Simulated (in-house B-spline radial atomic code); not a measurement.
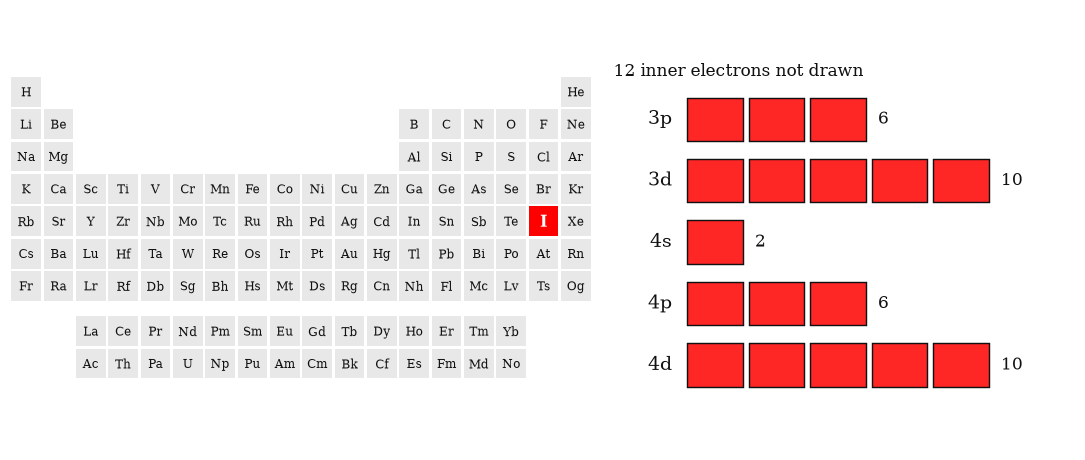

Figure 1. Left, the place of iodine in the periodic table; right, the outer shells as the input fills them: a box for each of the 2l + 1 orbitals, shaded by the share of the shell that is filled, with the electron count at the right.

RPA and GW calculation, with input and output: I⁷⁺

- system: I⁷⁺, configuration [Kr] 4d10.
- method: RPA, second-order and SOSEX correlation energies and G0W0 (contour deformation) on a scalar-relativistic (spin-free one-electron X2C) mean field, all electrons, B-spline basis (in-house B-spline radial atomic code)

Input:
```
Z = 53
electrons = 46.0
configuration = [Kr] 4d10
hamiltonian = x2c
method = pbeh
lmax = 9
exact_exchange_fraction = 0.5
rms_radius = 4.75
spin_polarised = False
box_radius = 8.41
intervals = 66
```

Hardware: 1 thread of AMD EPYC (Zen 5), 128 GiB of memory available, shared host.

The run was one of a batch that the task file lists, launched with:
```bash
python <driver script> task.json out
```

The program writes its results to a structured record and prints no log; tables and figures of this report are taken from that record.

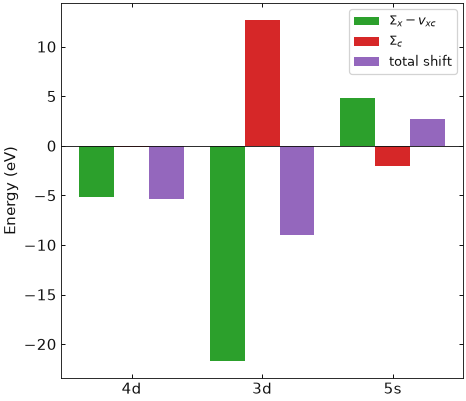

Figure 2. Parts of the G₀W₀ correction to each level for I⁷⁺ ([Kr] 4d¹⁰). All-electron spherical atom, scalar X2C, PBE with 50 % exact exchange start, no spin-orbit coupling, Breit or QED terms; computed with a B-spline radial code. The quasi-particle equation is solved at full frequency; levels of low quasi-particle weight Z are left out. Σ columns are in eV, and Σc holds an estimate for the angular momenta beyond the basis. G₀W₀ moves the highest occupied level, 4d, from −146.63 to −151.95 eV (renormalisation factor Z = 0.97). The empty level 5s goes from −90.48 to −87.77 eV.

| Level | Mean field (eV) | Σx − vxc (eV) | Σc (eV) | Z | G₀W₀ (eV) |
| --- | --- | --- | --- | --- | --- |
| 4d | −146.63 | −5.18 | −0.14 | 0.97 | −151.95 |
| 3d | −721.04 | −21.68 | 12.68 | 0.92 | −730.04 |
| 5s | −90.48 | 4.78 | −2.07 | 0.99 | −87.77 |

Summary:

| quantity | value |
| --- | --- |
| outcome | converged |
| mean-field total energy | −7103.94245 hartree |
| total energy with exact exchange alone | −7101.56484 hartree |
| exact exchange energy | −177.97764 hartree |
| RPA correlation, extrapolated in the angular momentum of the empty orbitals | −3.57591 hartree |
| RPA correlation, as summed | −3.51437 hartree |
| direct second-order term | −3.94725 hartree |
| second-order exchange term | 1.09866 hartree |
| SOSEX term | 1.04222 hartree |
| wall time | 1.4 s |

Remarks:

Limits: spin-orbit coupling, Breit and QED terms are absent.
